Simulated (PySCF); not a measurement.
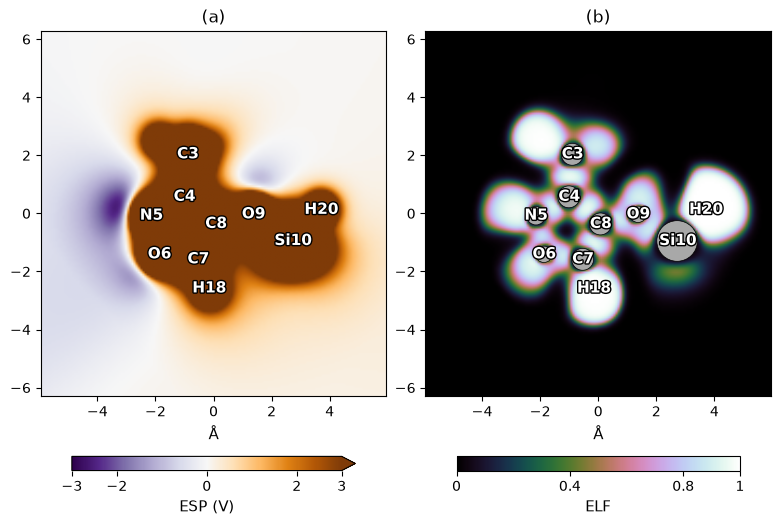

Figure 1: C₅H₁₁NO₂Si₂. (a) molecular electrostatic potential; (b) ELF on the plane of atoms C8, O9 and Si10. Grey discs cover the atomic cores in the ELF map.

Geometry: GFN2-xTB.

These are results of PySCF 2.14.0, PBE0/pcSseg-1, SCF density, gas phase, non-relativistic, not measurements.

```xyz
21

C     3.0287    0.1847   -0.5618
Si    1.7828    1.2784    0.3550
C     0.8453    0.1815    1.6194
C     0.0855   -0.8556    0.9062
N     0.4829   -2.0909    0.7622
O    -0.4388   -2.7468    0.0100
C    -1.4243   -1.8951   -0.3174
C    -1.1554   -0.6698    0.2158
O    -1.8343    0.4817    0.1556
Si   -3.2345    0.8679   -0.5820
H     3.8119   -0.1628    0.1061
H     2.5455   -0.6961   -0.9764
H     3.5048    0.7203   -1.3776
H     2.4515    2.3415    1.1150
H     0.8225    1.8739   -0.5815
H     1.5459   -0.2921    2.3038
H     0.1547    0.7987    2.1918
H    -2.2317   -2.2706   -0.9115
H    -4.3331    0.0588   -0.0510
H    -3.2872    2.2693   -0.2034
H    -3.1316    0.6401   -2.0241
```

Question: What does the map show?

Answer:
- Atoms in the plane: C, N, O, Si and H.
- C–N (1.31 Å): the ELF peaks at about 0.90 between the atoms: a covalent bond.
- C–O (1.34 Å): the ELF peaks at about 0.90 between the atoms (a shared but strongly polarised pair).
- N–O (1.36 Å): the ELF peaks at about 0.85 between the atoms: a covalent bond.
- C–C (1.36 Å): the ELF peaks at about 0.95 between the atoms: a covalent bond.
- Si–O (1.63 Å): the ELF peaks at about 0.85 between the atoms, as expected for a shared but strongly polarised pair.
- The ELF also peaks beside O6, N5 and O9, away from the bonds: lone-pair regions.
- Outside the dense part of the molecule the potential is most negative (−2.5 V) near N5.
